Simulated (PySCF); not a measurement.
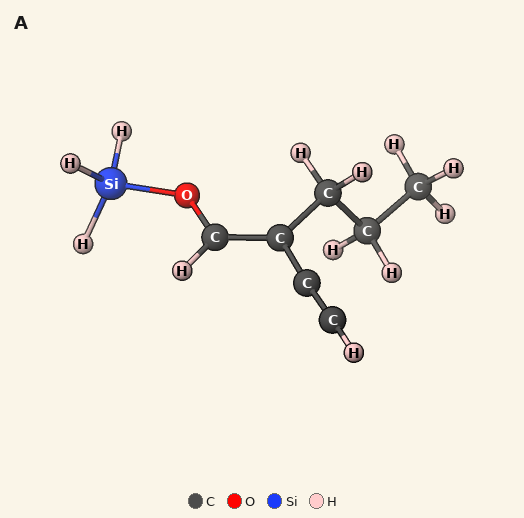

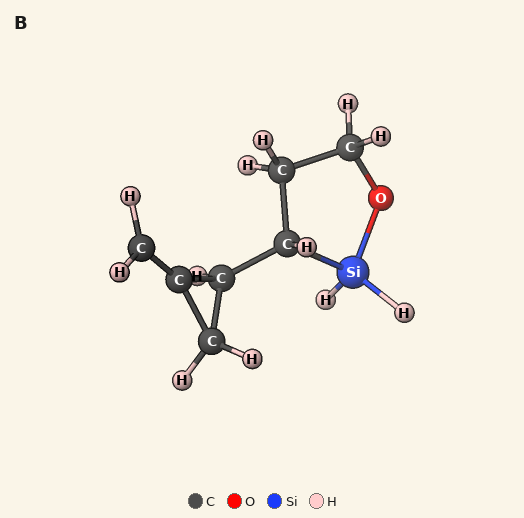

2 stationary structures of one formula. Geometries: GFN2-xTB. Electronic energies: PBE0/pcSseg-1 (PySCF 2.14.0), without zero-point energy. No frequency run is at hand to confirm each as a minimum. Each is one conformer, not always the lowest.

Are they conformers, stereoisomers or constitutional isomers?

They are constitutional isomers of C7H12OSi: A `C#C/C(=C/O[SiH3])CCC`, B `C=C1C[C@@H]1[C@@H]1CCO[SiH2]1`.

Which structure is the most stable?

B is lowest; A lies 0.797 eV above it.

The geometry is semi-empirical. Around Si such bond lengths and angles can be off by a tenth of an ångström or more and by several degrees, and values that hang on the shape move with them.
